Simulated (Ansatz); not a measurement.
Single-point calculation of CH$_{9}$N$_{3}$Si

CH$_{9}$N$_{3}$Si, SMILES NCN[SiH2]N, computed with RKS r2SCAN-D4/def2-TZVPP (Ansatz 0.2.0).

The geometry comes from this level: PBE0-D4/def2-TZVP. Figures and captions count atoms from 1; the log counts them from 0 in places.

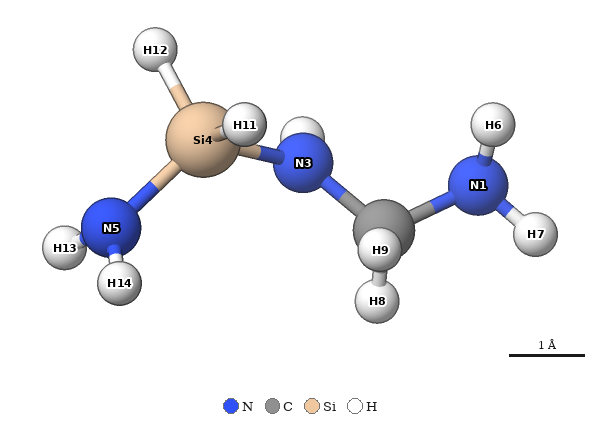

**Figure 1.** The structure as given in the input (ball-and-stick view, seen at a tilt; atoms are numbered from 1 in the order of the input). Bond lengths as drawn: C–H 1.10 Å, C–N 1.43 to 1.45 Å, H–N 1.01 Å, H–Si 1.48 to 1.49 Å and N–Si 1.71 to 1.72 Å.

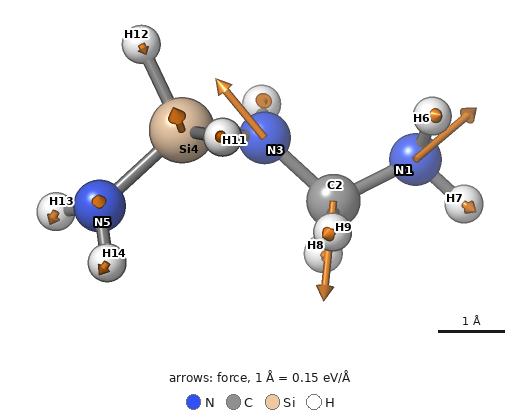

**Figure 2.** Forces on the atoms as orange arrows (ball-and-stick view, seen at a tilt; atoms are numbered from 1 in the order of the input). The largest act on C2 (0.24 eV/Å); N1 (0.23 eV/Å); N3 (0.18 eV/Å); Si4 (0.08 eV/Å). The geometry is not a stationary point of this energy.

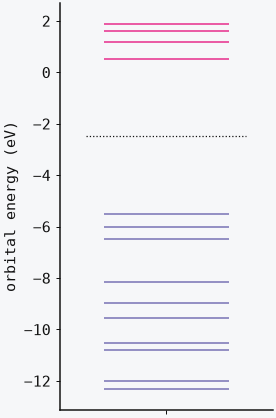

**Figure 3.** Orbital energies near the frontier; the dotted line parts filled from empty levels, and levels within 0.02 eV of each other stand side by side. Highest filled −5.52 eV, lowest empty 0.53 eV, 6.05 eV apart.

The input and output of the run follow.

Input file:
```yaml
crystal:
  periodic: [false, false, false]
  atoms:
    - {symbol: N, position_ang: [0.372244, 0.988260, 2.301847]}
    - {symbol: C, position_ang: [-0.001753, 0.950101, 0.901721]}
    - {symbol: N, position_ang: [-0.314731, -0.395299, 0.516212]}
    - {symbol: Si, position_ang: [0.155640, -1.150550, -0.949407]}
    - {symbol: N, position_ang: [-0.571875, -0.709979, -2.440814]}
    - {symbol: H, position_ang: [1.235233, 0.477517, 2.445939]}
    - {symbol: H, position_ang: [0.511253, 1.940688, 2.616405]}
    - {symbol: H, position_ang: [-0.855927, 1.631498, 0.780505]}
    - {symbol: H, position_ang: [0.784050, 1.308559, 0.215710]}
    - {symbol: H, position_ang: [-1.003075, -0.824562, 1.116045]}
    - {symbol: H, position_ang: [1.596152, -0.843077, -1.152354]}
    - {symbol: H, position_ang: [-0.136822, -2.588727, -0.726107]}
    - {symbol: H, position_ang: [-1.540970, -0.900413, -2.636818]}
    - {symbol: H, position_ang: [-0.242317, 0.086784, -2.960081]}
basis:
  gaussian: {orbitals: def2-TZVPP}
hamiltonian: {xc: r2scan, dispersion: d4}
output: {forces: true, orbitals: {seedname: orbitals}}
```

Command:
```bash
ansatz run in.yaml --threads 4 --pin off --events-out ev --progress --plain --max-ram 10444MiB
```

The program's output:
```
Functional definition: r2SCAN
  name "r2SCAN"
  cite "Furness, Kaplan, Ning, Perdew & Sun, J. Phys. Chem. Lett. 11, 8208 (2020) doi:10.1021/acs.jpclett.0c02405"
  cite "Furness, Kaplan, Ning, Perdew & Sun, J. Phys. Chem. Lett. 11, 9248 (2020) doi:10.1021/acs.jpclett.0c03077"
  parent r2scan
  parameter k0 = 0.174
  parameter k1 = 0.065
  parameter a1 = 4.9479
  exchange = r2scan_x(k0 = k0, k1 = k1, a1 = a1)
  correlation = r2scan_c
1464 factors; their error is unknown
mean field evaluation 1: about -13512.7491 eV, gradient 9.9e1 eV
mean field evaluation 2: about -13474.3255 eV, gradient 1.6e2 eV
mean field evaluation 4: about -13531.1581 eV, gradient 1.2e1 eV
mean field evaluation 8: about -13531.4459 eV, gradient 2.6e-1 eV
mean field evaluation 16: about -13531.4110 eV, gradient 9.2e-3 eV
mean field -13531.41102520 eV, -497.2701832563 hartree, gradient 7.8e-5 eV, S^2 0.000000; 0 other end points of the search recorded, 0 dependent functions left out
the calculation of the forces begins
reference -13531.41103917 eV, -497.2701837695 hartree; 25, 25 occupied and 267, 267 virtual orbitals, 1464 factors
Total energy: -13531.48053227 eV, -497.2727375939 hartree
Atom 0 at     0.372244     0.988260     2.301847 Å, force    -0.031655    -0.033141     0.222764 eV/Å
Atom 1 at    -0.001753     0.950101     0.901721 Å, force    -0.018364     0.192721    -0.135370 eV/Å
Atom 2 at    -0.314731    -0.395299     0.516212 Å, force    -0.011721    -0.175373    -0.035219 eV/Å
Atom 3 at     0.155640    -1.150550    -0.949407 Å, force     0.053237    -0.060358    -0.020567 eV/Å
Atom 4 at    -0.571875    -0.709979    -2.440814 Å, force     0.032029    -0.026972    -0.006506 eV/Å
Atom 5 at     1.235233     0.477517     2.445939 Å, force     0.040931     0.004902    -0.000312 eV/Å
Atom 6 at     0.511253     1.940688     2.616405 Å, force     0.026677     0.028939     0.004872 eV/Å
Atom 7 at    -0.855927     1.631498     0.780505 Å, force    -0.008245     0.021251     0.012498 eV/Å
Atom 8 at     0.784050     1.308559     0.215710 Å, force     0.014674    -0.002831    -0.039057 eV/Å
Atom 9 at    -1.003075    -0.824562     1.116045 Å, force    -0.031205    -0.009205     0.039217 eV/Å
Atom 10 at     1.596152    -0.843077    -1.152354 Å, force    -0.026820    -0.007558     0.003677 eV/Å
Atom 11 at    -0.136822    -2.588727    -0.726107 Å, force     0.004451     0.027677    -0.003294 eV/Å
Atom 12 at    -1.540970    -0.900413    -2.636818 Å, force    -0.022225     0.022159    -0.019590 eV/Å
Atom 13 at    -0.242317     0.086784    -2.960081 Å, force    -0.021764     0.017787    -0.023115 eV/Å
Dipole moment:    -0.085612     0.365519    -0.057668 e Å
```

Key numbers:

| quantity | value |
| --- | --- |
| outcome | converged |
| total energy | −13531.4805 eV |
| mean-field energy | −13531.4110 eV |
| dispersion energy | −0.0695 eV |
| SCF solution under orbital rotations | stable |
| HOMO | −5.52 eV |
| LUMO | 0.53 eV |
| largest force (length of the vector) | 0.236 eV/Å |
| dipole moment | 1.82 D |
| hardware | 4 threads of Arm Neoverse V2, 23 GiB of memory available, shared host |
| wall time | 4.9 s (CPU time 18 s) |
| peak memory | 0.42 GiB |
